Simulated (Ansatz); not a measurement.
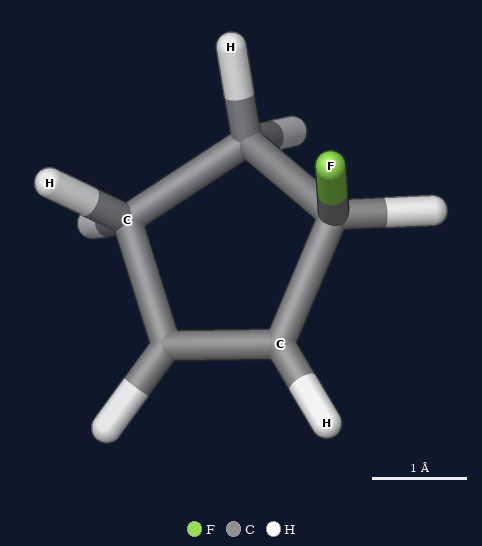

*The structure as given in the input (stick view, seen at a tilt).*

Bond lengths as drawn: C–C 1.33 to 1.54 Å, C–F 1.40 Å and C–H 1.08 to 1.10 Å.

Single-point calculation, with input and output: C5H7F

- system: C5H7F
- method: RKS PBE0-D4/def2-TZVPP (Ansatz 0.2.0)

The geometry comes from this level: PBE0-D4/def2-TZVP.

Log:
```
Functional definition: PBE0
  name "PBE0"
  cite "Adamo & Barone, J. Chem. Phys. 110, 6158 (1999) doi:10.1063/1.478522"
  cite "Perdew, Burke & Ernzerhof, Phys. Rev. Lett. 77, 3865 (1996) doi:10.1103/PhysRevLett.77.3865"
  parent pbe
  parameter a = 0.25
  parameter kappa = 0.804
  parameter beta = 0.06672455060314922
  exchange = (1 - a)*pbe_x(kappa = kappa, mu = beta*pi^2/3) + a*exact_x
  correlation = pbe_c(beta = beta)
1469 factors; their error is unknown
mean field evaluation 1: about -8000.8518 eV, gradient 6.2e1 eV
mean field evaluation 2: about -7996.5677 eV, gradient 7.4e1 eV
mean field evaluation 4: about -8009.6755 eV, gradient 3.7e0 eV
mean field evaluation 8: about -8009.6969 eV, gradient 8.4e-2 eV
mean field evaluation 16: about -8009.6857 eV, gradient 1.1e-4 eV
mean field -8009.68573259 eV, -294.3505215126 hartree, gradient 2.9e-5 eV, S^2 0.000000; 0 other end points of the search recorded, 0 dependent functions left out
reference -8009.68576324 eV, -294.3505226390 hartree; 23, 23 occupied and 261, 261 virtual orbitals, 1469 factors
Total energy: -8009.91121804 eV, -294.3588079500 hartree
```

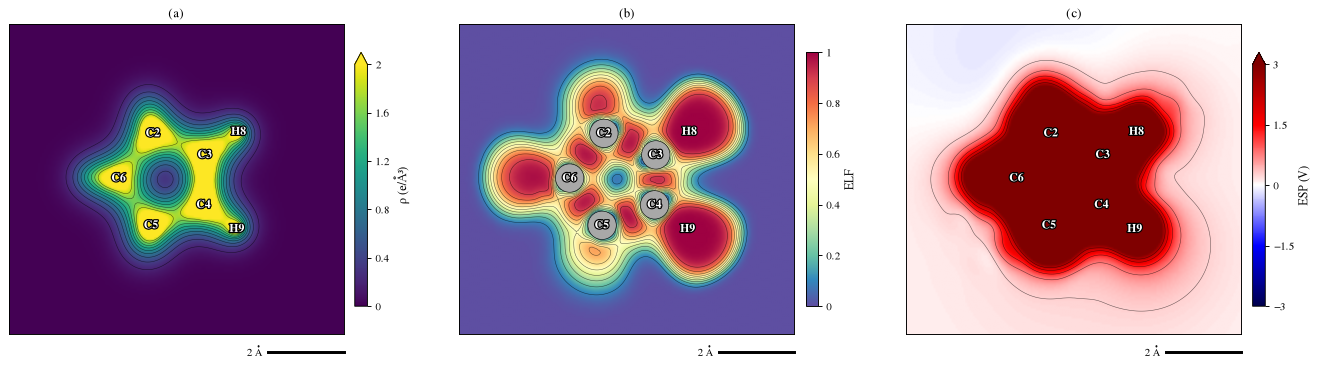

*(a) total electron density; (b) electron localisation function; (c) molecular electrostatic potential on the plane of atoms C5, C4 and H9. Grey discs, where drawn, cover atomic cores.*

Atoms in the plane: C and H. C–C (1.33 Å): ρ is about 2.4 e/Å³ halfway; the ELF peaks at about 0.90 between the atoms (a multiple bond by its length, whose ELF region spreads away from the axis). C–C (1.49 Å): ρ is about 1.8 e/Å³ halfway; the ELF peaks at about 0.95 between the atoms, which marks a shared electron pair. C–C (1.54 Å): ρ is about 1.6 e/Å³ halfway; the ELF peaks at about 0.95 between the atoms, which marks localised, shared-pair bonding. The potential has no marked negative region in this plane.

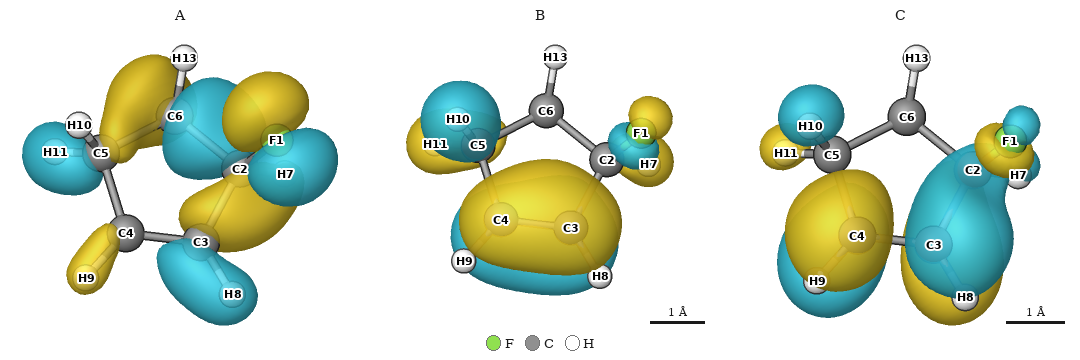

*Three frontier orbitals at ±0.1 Å⁻³ᐟ² (yellow and cyan are the two phases).*

A is the HOMO−1 (−9.18 eV). By Hirshfeld shares it lies mainly on F1 (35 %), C6 (20 %), C2 (20 %) and C3 (10 %). B is the HOMO (−7.59 eV). C is the LUMO (−0.02 eV). By Hirshfeld shares it lies mainly on C4 (35 %) and C3 (30 %); π-antibonding (π*) across C4–C3. The HOMO–LUMO gap is 7.57 eV between the orbital energies.

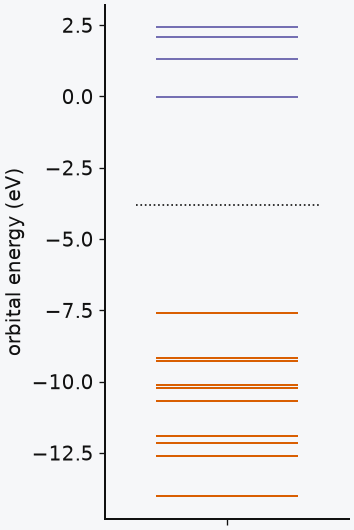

*Orbital energies near the frontier; the dotted line parts filled from empty levels, and levels within 0.02 eV of each other stand side by side.*

Highest filled −7.59 eV, lowest empty −0.02 eV, 7.57 eV apart.

The run was set up as follows.

Input:
```yaml
crystal:
  periodic: [false, false, false]
  atoms:
    - {symbol: F, position_ang: [-0.345815, 2.079118, 0.706289]}
    - {symbol: C, position_ang: [-0.429951, 0.694675, 0.908446]}
    - {symbol: C, position_ang: [-1.344733, 0.100964, -0.113950]}
    - {symbol: C, position_ang: [-0.664319, -0.569871, -1.036674]}
    - {symbol: C, position_ang: [0.809330, -0.577426, -0.772879]}
    - {symbol: C, position_ang: [0.914573, 0.026021, 0.634892]}
    - {symbol: H, position_ang: [-0.768785, 0.572966, 1.940940]}
    - {symbol: H, position_ang: [-2.414021, 0.270869, -0.109962]}
    - {symbol: H, position_ang: [-1.105132, -1.044829, -1.906181]}
    - {symbol: H, position_ang: [1.334953, 0.017943, -1.527909]}
    - {symbol: H, position_ang: [1.234557, -1.583662, -0.824129]}
    - {symbol: H, position_ang: [1.073436, -0.766984, 1.368951]}
    - {symbol: H, position_ang: [1.726209, 0.745718, 0.747064]}
basis:
  gaussian: {orbitals: def2-TZVPP}
hamiltonian: {xc: pbe0, dispersion: d4}
output: {orbitals: {seedname: orbitals}}
```

Launch command:
```bash
ansatz run in.yaml --threads 4 --pin off --events-out ev --progress --plain --max-ram 10444MiB
```

Results in brief:

| quantity | value |
| --- | --- |
| outcome | converged |
| total energy | −8009.9112 eV |
| mean-field energy | −8009.6858 eV |
| dispersion energy | −0.2255 eV |
| SCF solution under orbital rotations | stable |
| HOMO | −7.59 eV |
| LUMO | −0.02 eV |
| hardware | 4 threads of AMD EPYC 7571, 15 GiB of memory available, shared host |
| wall time | 7.5 s (CPU time 27 s) |
| peak memory | 0.73 GiB |
